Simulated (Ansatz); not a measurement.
## Electronic structure of H4O4Ti (SMILES [OH][Ti]([OH])([OH])[OH]) in real space

The calculation's input:

```
crystal:
  periodic: [false, false, false]
  atoms:
    - {symbol: O, position_ang: [-0.105913, 1.281958, -1.256616]}
    - {symbol: Ti, position_ang: [0.009770, -0.005117, -0.001978]}
    - {symbol: O, position_ang: [1.655288, -0.733347, -0.079642]}
    - {symbol: O, position_ang: [-1.236863, -1.269943, -0.302221]}
    - {symbol: O, position_ang: [-0.273273, 0.700863, 1.630682]}
    - {symbol: H, position_ang: [-0.795464, 1.443245, -1.901695]}
    - {symbol: H, position_ang: [2.271812, -0.921403, 0.628990]}
    - {symbol: H, position_ang: [-1.131400, -2.162330, -0.634095]}
    - {symbol: H, position_ang: [-0.305358, 1.619776, 1.899375]}
basis:
  gaussian: {orbitals: def2-TZVPP}
hamiltonian: {xc: pbe0, dispersion: d4}
output: {orbitals: {seedname: orbitals}}
```

Command:

```sh
ansatz run in.yaml --threads 4 --pin off --events-out ev --progress --plain --max-ram 10444MiB
```

Geometry: PBE0-D4/def2-TZVP.

Theory: Ansatz, RKS PBE0-D4/def2-TZVPP.

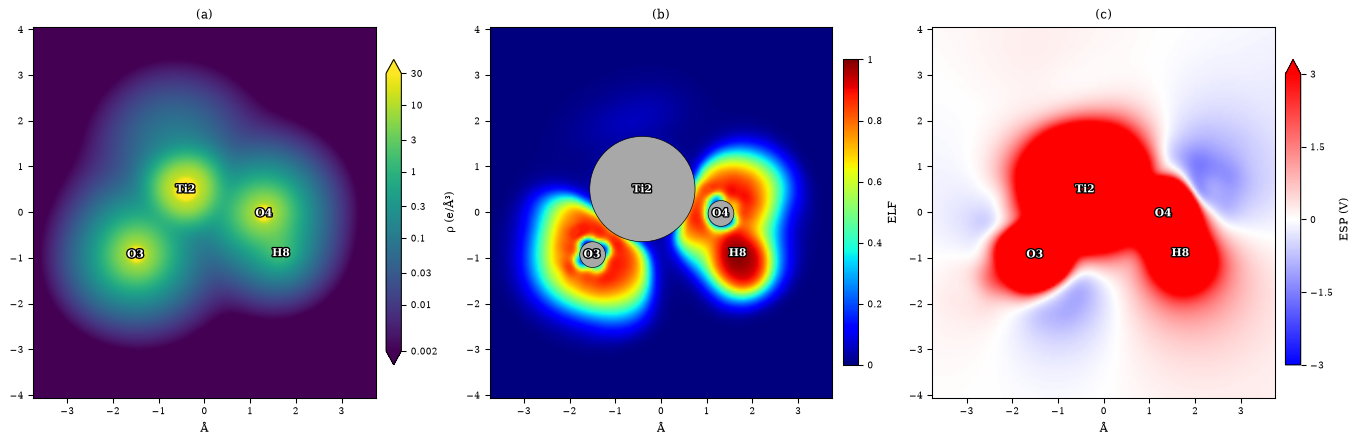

Figure 1. (a) total electron density; (b) ELF; (c) electrostatic potential on the plane of atoms O3, Ti2 and O4. Grey discs cover the atomic cores in the ELF map.

**Read the bonding off the picture.**

Atoms in the plane: Ti, O and H. Ti–O (1.80 Å): the density is about 1 e/Å³ at the midpoint; the ELF peaks at about 0.85 in the valence shell of O, 0.5 Å from its nucleus, and is about 0.25 at the midpoint. O–H (0.96 Å): ρ is about 3.8 e/Å³ halfway; the ELF climbs to about 1 towards the hydrogen, as it does in any bond to H (a covalent bond by its length). Outside the dense part of the molecule the potential is most negative (−1.6 V) near O3 and O4.

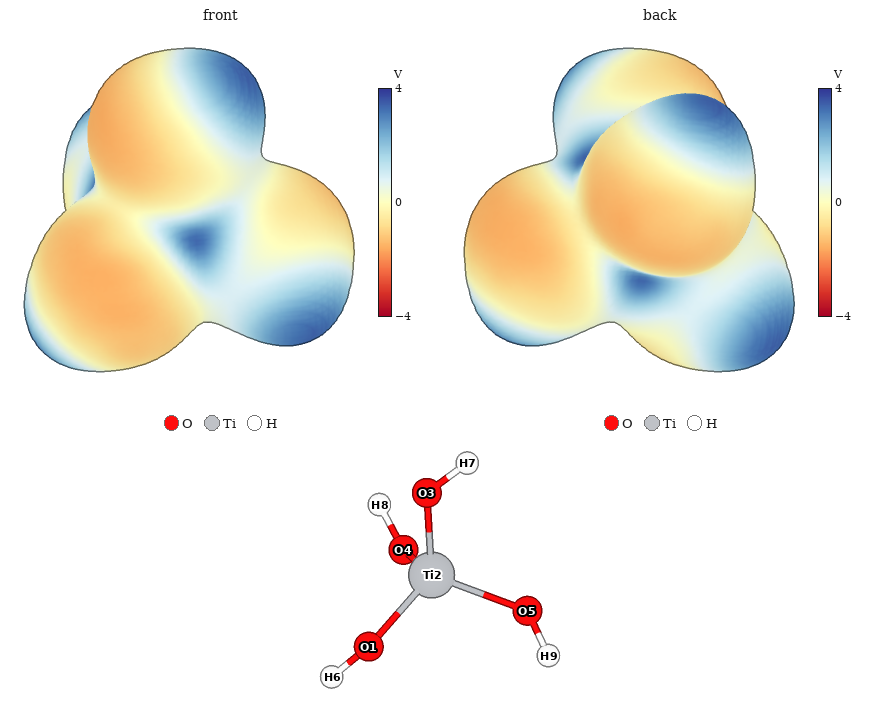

Figure 2. The molecular electrostatic potential painted on the density surface at 0.004 e/bohr³, seen from the front and from behind; the colour scale runs from red (negative) to blue (positive). The bare structure is drawn below in the same view.

**Which sites attract a positive test charge, and which a negative one?**

A positive charge is drawn to the negative regions and a negative charge to the positive ones. The most negative region (about −1.6 V, or −37 kcal/mol for a unit charge) lies over O1, O3, O4 and O5, the most positive (about +3.4 V, or +78 kcal/mol for a unit charge) over the H and Ti atoms.

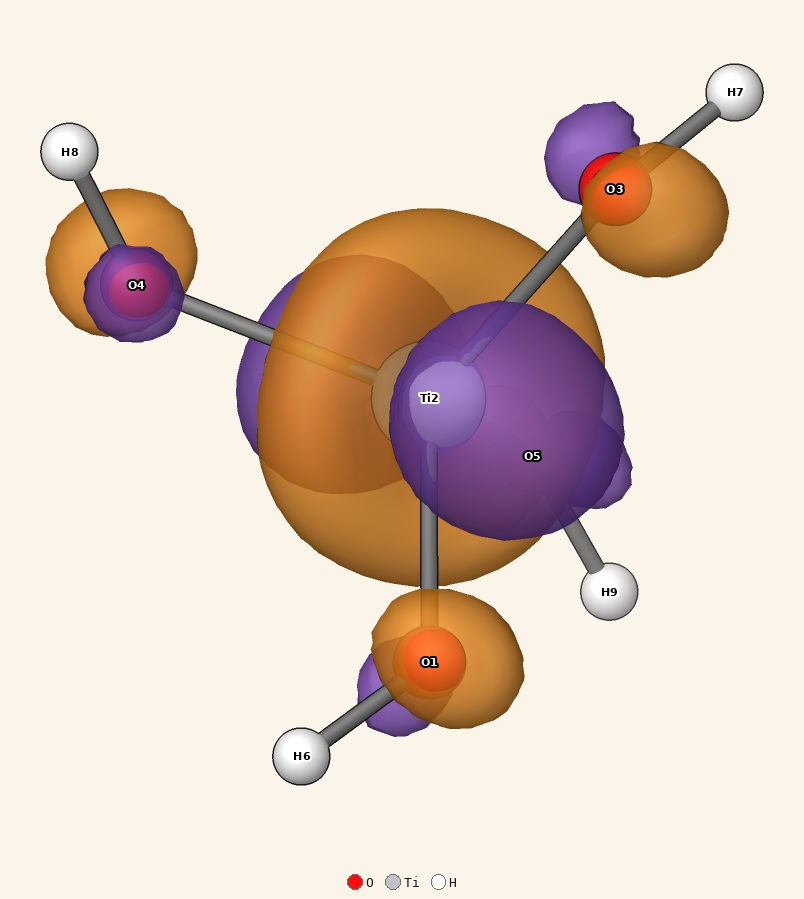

Figure 3. The LUMO at ±0.15 Å⁻³ᐟ² (orange and purple are the two phases), seen at a tilt.

**Where does this orbital lie, and at what energy?**

By Hirshfeld shares it lies mainly on Ti2 (about 75 %). Its energy is −1.12 eV.
